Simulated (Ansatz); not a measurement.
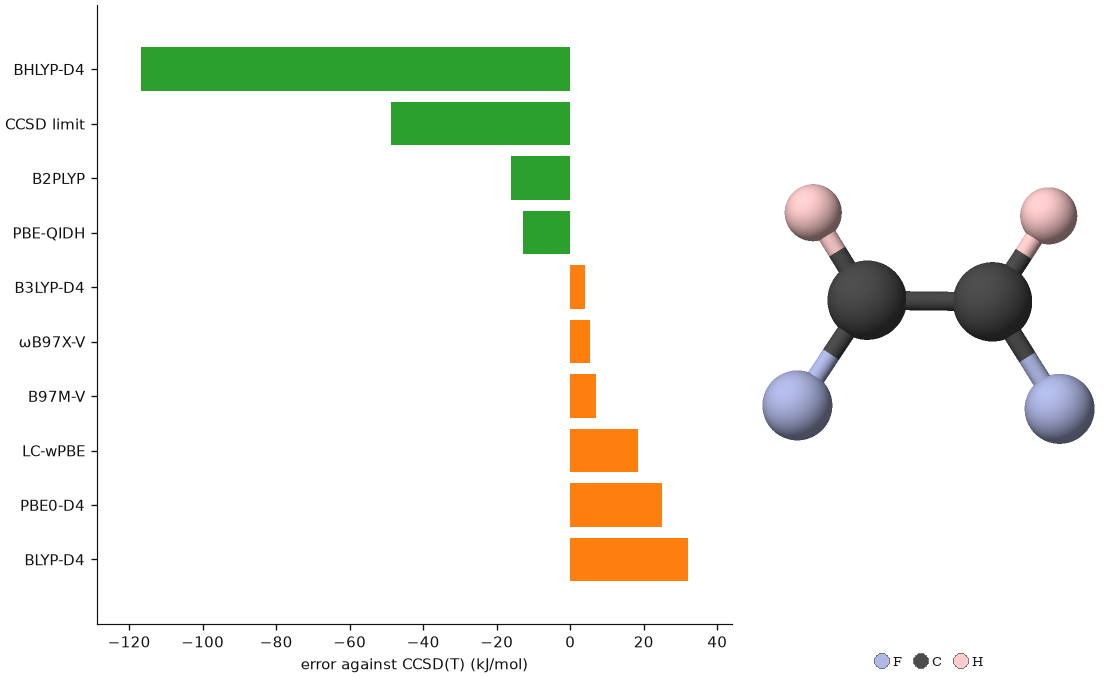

Error in the electronic atomisation energy (method less reference, so positive means overbinding) of C₂H₂F₂, SMILES F/C=C\F: functionals in def2-TZVPP against frozen-core CCSD(T) at the limit (MP2 extrapolated from triple and quadruple zeta, plus CCSD(T) less MP2 in a smaller set), which gives 2406.6 kJ/mol, at a PBE0-D4/def2-TZVP geometry (a minimum by its frequencies), no zero-point or spin-orbit term, the Ansatz code. The reference leaves out core correlation, a term that grows with the number of heavy atoms. B2PLYP and PBE-QIDH hold a correlation term that converges slowly with the basis, so part of the distance to the limit is basis error. No dispersion term is added to B2PLYP, PBE-QIDH and LC-wPBE. Limit means the basis limit.

**Which of these levels overbind, and which underbind?**

Overbind: PBE0-D4 and BLYP-D4. Underbind: BHLYP-D4 and CCSD limit. Within 20 kJ/mol of zero, too close to call in view of what the reference leaves out: B2PLYP, PBE-QIDH, B3LYP-D4, ωB97X-V, B97M-V and LC-wPBE.

**Give the values.**

| level | kJ/mol |
| --- | --- |
| BHLYP-D4 | −116.9 |
| CCSD limit | −48.7 |
| B2PLYP | −16.1 |
| PBE-QIDH | −12.9 |
| B3LYP-D4 | 4.0 |
| ωB97X-V | 5.3 |
| B97M-V | 6.9 |
| LC-wPBE | 18.5 |
| PBE0-D4 | 24.9 |
| BLYP-D4 | 32.1 |
